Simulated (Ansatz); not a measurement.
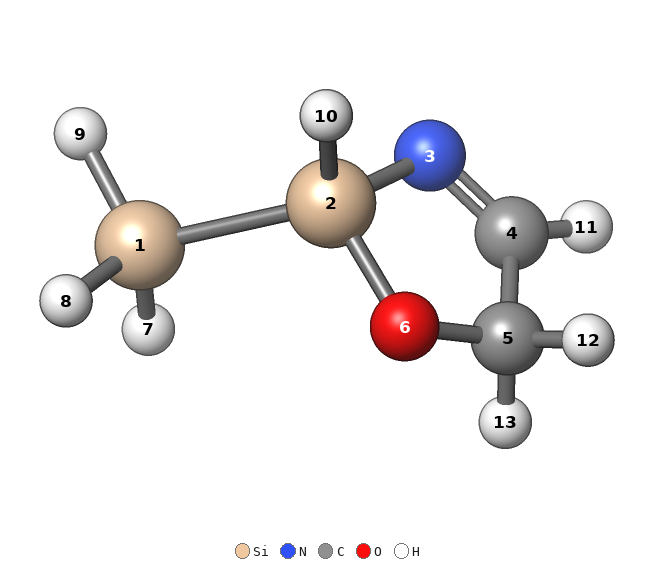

Numbered structure. The geometry was computed by an optimisation with PBE0-D4/def2-TZVP. No frequency run is at hand to confirm it as a minimum.

How are the neighbours of atom 2 arranged?

Answer. Si2 has 4 neighbours (Si1 at 2.34, N3 at 1.76, O6 at 1.67, H10 at 1.49 Å); the arrangement is tetrahedral.

How are the neighbours of atom 6 arranged?

Answer. O6 has 2 neighbours (Si2 at 1.67, C5 at 1.41 Å); the arrangement is bent.

What is the geometry at N3?

Answer. N3 has 2 neighbours (Si2 at 1.76, C4 at 1.27 Å); the arrangement is bent.

What is the geometry at C4?

Answer. C4 has 3 neighbours (N3 at 1.27, C5 at 1.51, H11 at 1.10 Å); the arrangement is trigonal planar.

What is the dihedral angle N3–C4–C5–O6?

Answer. 0° in size, that is syn (eclipsed).
